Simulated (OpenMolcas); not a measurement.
**Single-point calculation, with input and output: N₂ (charge +1) (part 2 of 3)**

N₂, charge +1, multiplicity 2; ROMP2/def2-TZVPPD, ROHF (OpenMolcas 26.06). The geometry is that of the parent species in another charge or spin state. The geometry comes from this level: PBE0-D4/def2-TZVP.

Geometry of the input (Å):
```
N  0.4655  -0.1503  0.2398
N  -0.4655  0.1503  -0.2398
```

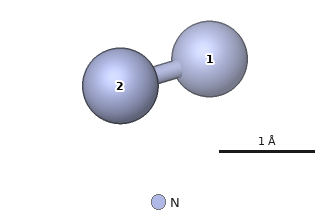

*The input geometry (ball-and-stick view, seen at a tilt; atoms are numbered from 1 in the order of the input).*

**What the program printed, continued**
```
    7   -0.5224    0.0000          4 N1     1s     (-0.183),     5 N1     1s     (-0.168),     7 N1     2px    (-0.274),     8 N1     2px    (-0.217),
                                  13 N1     2pz    (-0.141),    41 N2     1s     (-0.183),    42 N2     1s     (-0.168),    44 N2     2px    ( 0.274),
                                  45 N2     2px    ( 0.217),    50 N2     2pz    ( 0.141),

    8   -0.2128    0.0000         13 N1     2pz    (-0.304),    14 N1     2pz    (-0.327),    15 N1     2pz    (-0.248),    50 N2     2pz    ( 0.304),
                                  51 N2     2pz    ( 0.327),    52 N2     2pz    ( 0.248),

    9   -0.2128    0.0000         10 N1     2py    (-0.323),    11 N1     2py    (-0.348),    12 N1     2py    (-0.264),    47 N2     2py    ( 0.323),
                                  48 N2     2py    ( 0.348),    49 N2     2py    ( 0.264),

   10   -0.0815    0.0000          5 N1     1s     (-1.412),     6 N1     1s     ( 1.513),    42 N2     1s     (-1.412),    43 N2     1s     ( 1.513),

   11   -0.0468    0.0000          5 N1     1s     (-6.094),     6 N1     1s     (-3.717),    42 N2     1s     ( 6.094),    43 N2     1s     ( 3.717),

--

++    Molecular charges:
      ------------------

      Mulliken charges per centre and basis function type
      ---------------------------------------------------

                            N1                      N2
                     alpha        beta       alpha        beta
      1s           1.8615      1.8144      1.8615      1.8144
      2px          0.5890      0.2579      0.5890      0.2579
      2pz          0.5107      0.4198      0.5107      0.4198
      2py          0.4936      0.4553      0.4936      0.4553
      3d2+         0.0087      0.0104      0.0087      0.0104
      3d1+         0.0093      0.0109      0.0093      0.0109
      3d0          0.0077      0.0099      0.0077      0.0099
      3d1-         0.0037      0.0047      0.0037      0.0047
      3d2-         0.0106      0.0133      0.0106      0.0133
      4f3+         0.0010      0.0007      0.0010      0.0007
      4f2+         0.0008      0.0004      0.0008      0.0004
      4f1+         0.0014      0.0010      0.0014      0.0010
      4f0          0.0002      0.0001      0.0002      0.0001
      4f1-         0.0001      0.0001      0.0001      0.0001
      4f2-         0.0008      0.0005      0.0008      0.0005
      4f3-         0.0008      0.0005      0.0008      0.0005
      Total        3.5000      3.0000      3.5000      3.0000
      Total              6.5000                  6.5000

      Charge            0.5000                  0.5000

      Total electronic charge=   13.000000

      Total            charge=    1.000000
--

++    Molecular orbitals:
      -------------------

      Title: Natural orbitals

      Molecular orbitals for symmetry species 1: a

      Basis set list:
        1 N1     1s                 16 N1     3d2-               31 N1     4f3-               46 N2     2px                61 N2     3d0
        2 N1     1s                 17 N1     3d2-               32 N1     4f2-               47 N2     2py                62 N2     3d1+
        3 N1     1s                 18 N1     3d2-               33 N1     4f1-               48 N2     2py                63 N2     3d1+
        4 N1     1s                 19 N1     3d1-               34 N1     4f0                49 N2     2py                64 N2     3d1+
        5 N1     1s                 20 N1     3d1-               35 N1     4f1+               50 N2     2pz                65 N2     3d2+
        6 N1     1s                 21 N1     3d1-               36 N1     4f2+               51 N2     2pz                66 N2     3d2+
        7 N1     2px                22 N1     3d0                37 N1     4f3+               52 N2     2pz                67 N2     3d2+
        8 N1     2px                23 N1     3d0                38 N2     1s                 53 N2     3d2-               68 N2     4f3-
        9 N1     2px                24 N1     3d0                39 N2     1s                 54 N2     3d2-               69 N2     4f2-
       10 N1     2py                25 N1     3d1+               40 N2     1s                 55 N2     3d2-               70 N2     4f1-
       11 N1     2py                26 N1     3d1+               41 N2     1s                 56 N2     3d1-               71 N2     4f0
       12 N1     2py                27 N1     3d1+               42 N2     1s                 57 N2     3d1-               72 N2     4f1+
       13 N1     2pz                28 N1     3d2+               43 N2     1s                 58 N2     3d1-               73 N2     4f2+
       14 N1     2pz                29 N1     3d2+               44 N2     2px                59 N2     3d0                74 N2     4f3+
       15 N1     2pz                30 N1     3d2+               45 N2     2px                60 N2     3d0

  Index Energy  Occupation Coefficients ...

    1  -16.1486    2.0000          1 N1     1s     ( 0.320),     2 N1     1s     ( 0.453),    38 N2     1s     ( 0.320),    39 N2     1s     ( 0.453),

    2  -16.1704    2.0000          1 N1     1s     (-0.318),     2 N1     1s     (-0.447),    38 N2     1s     ( 0.318),    39 N2     1s     ( 0.447),

    3   -1.0381    1.9998         10 N1     2py    ( 0.297),    11 N1     2py    ( 0.261),    47 N2     2py    ( 0.297),    48 N2     2py    ( 0.261),

    4   -1.0381    1.9998          7 N1     2px    (-0.169),     8 N1     2px    (-0.149),    13 N1     2pz    ( 0.260),    14 N1     2pz    ( 0.229),
                                  44 N2     2px    (-0.169),    45 N2     2px    (-0.149),    50 N2     2pz    ( 0.260),    51 N2     2pz    ( 0.229),

    5   -1.9291    1.9995          2 N1     1s     (-0.160),     3 N1     1s     ( 0.281),     4 N1     1s     ( 0.260),    39 N2     1s     (-0.160),
                                  40 N2     1s     ( 0.281),    41 N2     1s     ( 0.260),

    6   -1.1466    1.9924          3 N1     1s     (-0.286),     4 N1     1s     (-0.406),    40 N2     1s     ( 0.286),    41 N2     1s     ( 0.406),

    7   -0.8259    1.0000          4 N1     1s     (-0.223),     7 N1     2px    (-0.315),     8 N1     2px    (-0.226),    13 N1     2pz    (-0.162),
                                  41 N2     1s     (-0.223),    44 N2     2px    ( 0.315),    45 N2     2px    ( 0.226),    50 N2     2pz    ( 0.162),

    8    0.6285    0.0076          4 N1     1s     (-0.716),     5 N1     1s     (-0.870),     7 N1     2px    ( 0.443),     8 N1     2px    ( 0.576),
                                  41 N2     1s     ( 0.716),    42 N2     1s     ( 0.870),    44 N2     2px    ( 0.443),    45 N2     2px    ( 0.576),

    9    1.2838    0.0005          3 N1     1s     (-0.224),     4 N1     1s     ( 0.189),     7 N1     2px    ( 0.147),     8 N1     2px    (-0.235),
                                  14 N1     2pz    (-0.121),    16 N1     3d2-   ( 0.127),    17 N1     3d2-   ( 0.120),    25 N1     3d1+   (-0.203),
                                  26 N1     3d1+   (-0.192),    28 N1     3d2+   (-0.177),    29 N1     3d2+   (-0.167),    40 N2     1s     (-0.224),
                                  41 N2     1s     ( 0.189),    44 N2     2px    (-0.147),    45 N2     2px    ( 0.235),    51 N2     2pz    ( 0.121),
                                  53 N2     3d2-   ( 0.127),    54 N2     3d2-   ( 0.120),    62 N2     3d1+   (-0.203),    63 N2     3d1+   (-0.192),
                                  65 N2     3d2+   (-0.177),    66 N2     3d2+   (-0.167),

   10    1.1784    0.0002         10 N1     2py    (-0.212),    17 N1     3d2-   (-0.322),    26 N1     3d1+   (-0.172),    47 N2     2py    (-0.212),
                                  54 N2     3d2-   ( 0.322),    63 N2     3d1+   ( 0.172),

   11    1.1784    0.0002         13 N1     2pz    (-0.186),    20 N1     3d1-   ( 0.158),    23 N1     3d0    (-0.257),    26 N1     3d1+   (-0.191),
                                  29 N1     3d2+   ( 0.230),    50 N2     2pz    (-0.186),    57 N2     3d1-   (-0.158),    60 N2     3d0    ( 0.257),
                                  63 N2     3d1+   ( 0.191),    66 N2     3d2+   (-0.230),

   12    4.9849    0.0000          4 N1     1s     (-3.117),     8 N1     2px    ( 2.572),    41 N2     1s     ( 3.117),    45 N2     2px    ( 2.572),

   13    3.8637    0.0000          3 N1     1s     (-1.630),     4 N1     1s     ( 1.437),    40 N2     1s     (-1.630),    41 N2     1s     ( 1.437),

   14   -0.2278    0.0000         13 N1     2pz    (-0.308),    14 N1     2pz    (-0.325),    15 N1     2pz    (-0.235),    50 N2     2pz    ( 0.308),
                                  51 N2     2pz    ( 0.325),    52 N2     2pz    ( 0.235),

   15   -0.2278    0.0000         10 N1     2py    (-0.329),    11 N1     2py    (-0.347),    12 N1     2py    (-0.250),    47 N2     2py    ( 0.329),
                                  48 N2     2py    ( 0.347),    49 N2     2py    ( 0.250),

   16   -0.0122    0.0000          5 N1     1s     ( 1.290),     6 N1     1s     (-1.481),    42 N2     1s     ( 1.290),    43 N2     1s     (-1.481),

   17    0.0104    0.0000          5 N1     1s     (-5.972),     6 N1     1s     (-3.712),    42 N2     1s     ( 5.972),    43 N2     1s     ( 3.712),

   18    0.5209    0.0000          5 N1     1s     ( 1.391),     6 N1     1s     (-1.125),     9 N1     2px    ( 0.968),    27 N1     3d1+   (-0.831),
                                  30 N1     3d2+   (-0.722),    42 N2     1s     ( 1.391),    43 N2     1s     (-1.125),    46 N2     2px    (-0.968),
                                  64 N2     3d1+   (-0.831),    67 N2     3d2+   (-0.722),

   19    0.1080    0.0000         24 N1     3d0    ( 0.368),    27 N1     3d1+   (-0.203),    30 N1     3d2+   ( 0.260),    61 N2     3d0    ( 0.368),
                                  64 N2     3d1+   (-0.203),    67 N2     3d2+   ( 0.260),

   20    0.1080    0.0000         21 N1     3d1-   ( 0.452),    58 N2     3d1-   ( 0.452),

   21    0.1145    0.0000         12 N1     2py    (-0.733),    49 N2     2py    (-0.733),

   22    0.1145    0.0000          9 N1     2px    ( 0.372),    15 N1     2pz    (-0.666),    46 N2     2px    ( 0.372),    52 N2     2pz    (-0.666),

   23    0.1515    0.0000         12 N1     2py    (-3.166),    49 N2     2py    ( 3.166),

   24    0.1515    0.0000          9 N1     2px    (-1.826),    15 N1     2pz    ( 2.764),    46 N2     2px    ( 1.826),    52 N2     2pz    (-2.764),

   25    0.2492    0.0000          5 N1     1s     (-37.38),    42 N2     1s     ( 37.38),

   26    0.2822    0.0000         24 N1     3d0    (-1.018),    27 N1     3d1+   ( 0.617),    30 N1     3d2+   (-0.770),    61 N2     3d0    ( 1.018),
                                  64 N2     3d1+   (-0.617),    67 N2     3d2+   ( 0.770),

   27    0.2822    0.0000         21 N1     3d1-   ( 1.276),    58 N2     3d1-   (-1.276),

   28    0.6332    0.0000         18 N1     3d2-   ( 0.441),    24 N1     3d0    ( 0.720),    27 N1     3d1+   ( 0.649),    55 N2     3d2-   (-0.441),
                                  61 N2     3d0    (-0.720),    64 N2     3d1+   (-0.649),

   29    0.6331    0.0000         18 N1     3d2-   ( 0.704),    21 N1     3d1-   ( 0.492),    30 N1     3d2+   ( 0.639),    55 N2     3d2-   (-0.703),
                                  58 N2     3d1-   (-0.492),    67 N2     3d2+   (-0.639),

   30    0.5322    0.0000          5 N1     1s     ( 29.76),    42 N2     1s     (-29.75),

   31    0.7279    0.0000          4 N1     1s     (-2.090),     5 N1     1s     ( 3.357),    41 N2     1s     (-2.088),    42 N2     1s     ( 3.980),

   32    1.5667    0.0000          5 N1     1s     ( 4.613),     9 N1     2px    ( 2.987),    41 N2     1s     ( 2.596),    46 N2     2px    (-5.179),
                                  52 N2     2pz    (-2.651),

   33    0.6170    0.0000         12 N1     2py    (-7.836),    49 N2     2py    ( 7.761),

   34    0.6233    0.0000          9 N1     2px    ( 4.510),    15 N1     2pz    (-6.796),    46 N2     2px    (-3.919),    52 N2     2pz    ( 7.095),

   35    1.4836    0.0000          5 N1     1s     (-64.21),    42 N2     1s     ( 64.13),

   36    0.9738    0.0000          4 N1     1s     (-1.425),     5 N1     1s     (-1.128),     8 N1     2px    ( 0.923),    41 N2     1s     ( 1.428),
                                  42 N2     1s     ( 1.133),    45 N2     2px    ( 0.950),

   37    4.1865    0.0000          5 N1     1s     ( 33.52),    41 N2     1s     ( 19.00),    42 N2     1s     (-34.82),

   38    0.9779    0.0000          4 N1     1s     (-1.491),     5 N1     1s     ( 2.639),    41 N2     1s     ( 1.505),    42 N2     1s     (-2.649),

   39    3.5833    0.0000          5 N1     1s     (-23.02),    42 N2     1s     ( 25.50),

   40    3.2418    0.0000          4 N1     1s     (-22.07),     5 N1     1s     ( 12.19),     8 N1     2px    ( 11.57),    41 N2     1s     ( 19.60),
                                  42 N2     1s     (-11.08),    45 N2     2px    ( 11.41),

   41    4.1737    0.0000          5 N1     1s     (-14.52),    41 N2     1s     ( 7.996),    42 N2     1s     ( 12.81),

   42    1.6867    0.0000          5 N1     1s     (-10.86),    42 N2     1s     ( 10.82),

   43    1.6092    0.0000          4 N1     1s     (-2.123),     5 N1     1s     (-2.014),    14 N1     2pz    ( 1.190),    41 N2     1s     ( 2.125),
                                  42 N2     1s     ( 2.021),    51 N2     2pz    ( 1.140),

   44    1.3679    0.0000         12 N1     2py    ( 0.527),    17 N1     3d2-   (-0.780),    20 N1     3d1-   ( 0.663),    21 N1     3d1-   (-0.574),
                                  57 N2     3d1-   (-0.856),    58 N2     3d1-   ( 0.493),    63 N2     3d1+   (-0.621),

   45    3.2499    0.0000          4 N1     1s     (-5.005),     5 N1     1s     (-7.770),    42 N2     1s     ( 9.902),

   46    2.0999    0.0000          4 N1     1s     (-3.212),     8 N1     2px    ( 1.835),    41 N2     1s     ( 3.218),    45 N2     2px    ( 1.805),

   47   30.5148    0.0000          5 N1     1s     (-8.699),    42 N2     1s     ( 8.601),

   48    1.6241    0.0000         11 N1     2py    ( 0.972),    12 N1     2py    ( 0.734),    14 N1     2pz    ( 0.731),    17 N1     3d2-   (-0.753),
                                  26 N1     3d1+   (-0.631),    49 N2     2py    (-1.169),    52 N2     2pz    (-0.831),    54 N2     3d2-   (-1.138),
                                  60 N2     3d0    (-0.617),

   49    4.6923    0.0000          5 N1     1s     (-0.960),    16 N1     3d2-   ( 0.501),    17 N1     3d2-   (-0.506),    42 N2     1s     ( 0.958),
                                  53 N2     3d2-   (-0.502),    54 N2     3d2-   ( 0.506),

   50   29.0966    0.0000          3 N1     1s     ( 1.671),     4 N1     1s     (-1.674),    40 N2     1s     ( 1.755),    41 N2     1s     (-2.077),
                                  42 N2     1s     ( 3.218),

   51    4.6908    0.0000          5 N1     1s     ( 0.359),    22 N1     3d0    ( 0.461),    23 N1     3d0    (-0.442),    25 N1     3d1+   ( 0.382),
                                  26 N1     3d1+   (-0.375),    28 N1     3d2+   (-0.246),    35 N1     4f1+   ( 0.439),    42 N2     1s     (-0.270),
                                  59 N2     3d0    (-0.460),    60 N2     3d0    ( 0.431),    62 N2     3d1+   (-0.388),    63 N2     3d1+   ( 0.410),
                                  65 N2     3d2+   ( 0.241),    72 N2     4f1+   ( 0.440),

   52    3.2620    0.0000          4 N1     1s     ( 1.442),     8 N1     2px    (-0.810),    41 N2     1s     (-1.449),    45 N2     2px    (-0.805),

   53    4.4838    0.0000          5 N1     1s     (-4.539),    42 N2     1s     ( 4.519),

   54    1.5646    0.0000          9 N1     2px    ( 0.802),    12 N1     2py    ( 0.781),    14 N1     2pz    (-0.535),    15 N1     2pz    (-1.069),
                                  20 N1     3d1-   (-0.713),    23 N1     3d0    ( 0.910),    26 N1     3d1+   ( 0.625),    29 N1     3d2+   (-1.006),
                                  46 N2     2px    (-0.803),    49 N2     2py    (-0.780),    51 N2     2pz    ( 0.535),    52 N2     2pz    ( 1.068),
                                  57 N2     3d1-   (-0.713),    60 N2     3d0    ( 0.910),    63 N2     3d1+   ( 0.625),    66 N2     3d2+   (-1.006),

   55    3.6948    0.0000          4 N1     1s     (-1.063),     8 N1     2px    ( 0.597),    34 N1     4f0    (-0.546),    41 N2     1s     ( 1.063),
                                  45 N2     2px    ( 0.589),    71 N2     4f0    ( 0.533),

   56    2.4675    0.0000          9 N1     2px    ( 2.198),    14 N1     2pz    ( 2.123),    15 N1     2pz    (-3.610),    46 N2     2px    (-2.198),
                                  51 N2     2pz    (-2.123),    52 N2     2pz    ( 3.610),

   57    3.6813    0.0000          5 N1     1s     ( 2.959),    42 N2     1s     (-2.972),

   58    2.4675    0.0000         11 N1     2py    ( 2.383),    12 N1     2py    (-4.052),    48 N2     2py    (-2.383),    49 N2     2py    ( 4.052),

   59    3.6837    0.0000          5 N1     1s     ( 1.673),    42 N2     1s     (-1.671),

   60    4.4826    0.0000         11 N1     2py    ( 1.502),    17 N1     3d2-   (-1.305),    29 N1     3d2+   (-0.755),    48 N2     2py    (-1.502),
                                  54 N2     3d2-   (-1.305),    66 N2     3d2+   (-0.755),

   61    4.4951    0.0000         19 N1     3d1-   (-0.722),    20 N1     3d1-   ( 0.397),    56 N2     3d1-   (-0.722),    57 N2     3d1-   ( 0.397),

   62    4.6193    0.0000         22 N1     3d0    ( 0.590),    23 N1     3d0    (-0.485),    25 N1     3d1+   (-0.352),    28 N1     3d2+   ( 0.441),
                                  29 N1     3d2+   (-0.362),    59 N2     3d0    (-0.590),    60 N2     3d0    ( 0.485),    62 N2     3d1+   ( 0.352),
                                  65 N2     3d2+   (-0.441),    66 N2     3d2+   ( 0.362),

   63    6.3344    0.0000         11 N1     2py    (-1.885),    12 N1     2py    ( 1.211),    17 N1     3d2-   ( 1.004),    48 N2     2py    ( 1.885),
                                  49 N2     2py    (-1.211),    54 N2     3d2-   ( 1.004),

   64    3.5484    0.0000         31 N1     4f3-   (-0.218),    32 N1     4f2-   ( 0.305),    34 N1     4f0    (-0.379),    36 N1     4f2+   (-0.316),
                                  68 N2     4f3-   (-0.218),    69 N2     4f2-   ( 0.305),    71 N2     4f0    (-0.379),    73 N2     4f2+   (-0.316),

   65    3.5484    0.0000         33 N1     4f1-   (-0.478),    36 N1     4f2+   ( 0.256),    70 N2     4f1-   (-0.478),    73 N2     4f2+   ( 0.256),

   66    4.9042    0.0000         32 N1     4f2-   (-0.457),    33 N1     4f1-   (-0.567),    36 N1     4f2+   (-0.344),    37 N1     4f3+   ( 0.413),
                                  69 N2     4f2-   (-0.457),    70 N2     4f1-   (-0.567),    73 N2     4f2+   (-0.344),    74 N2     4f3+   ( 0.413),

--

++    Molecular properties:
      ---------------------

      Charge (e):
                      =    1.0000
      Dipole Moment (debye):
      Origin of the operator (angstrom)=   -0.0000    0.0000    0.0000
                   X= -1.2970E-09               Y=  4.2264E-10               Z= -6.8194E-10           Total=  1.5251E-09
      Center of Charge (angstrom)
                     X=   -0.00000000               Y=    0.00000000               Z=   -0.00000000
      Quadrupole Moment (debye*angstrom):
      Origin of the operator (angstrom)=   -0.0000    0.0000    0.0000
                  XX= -6.4758E+00              XY= -6.1745E-01              XZ=  9.8512E-01              YY= -8.1887E+00
                  YZ= -3.1808E-01              ZZ= -7.8806E+00
      In traceless form (debye*angstrom)
                  XX=  1.5589E+00              XY= -9.2617E-01              XZ=  1.4777E+00              YY= -1.0105E+00
                  YZ= -4.7711E-01              ZZ= -5.4836E-01
--

--- Stop Module: scf /rc=_RC_ALL_IS_WELL_ ---
--- Module scf spent 2 seconds ---

--- Start Module: rasscf ---

                                              &RASSCF

                       available to each process: 1.9 GB of memory, 1 thread

      Header of the ONEINT file:
      --------------------------

      OrdInt status: non-squared
```
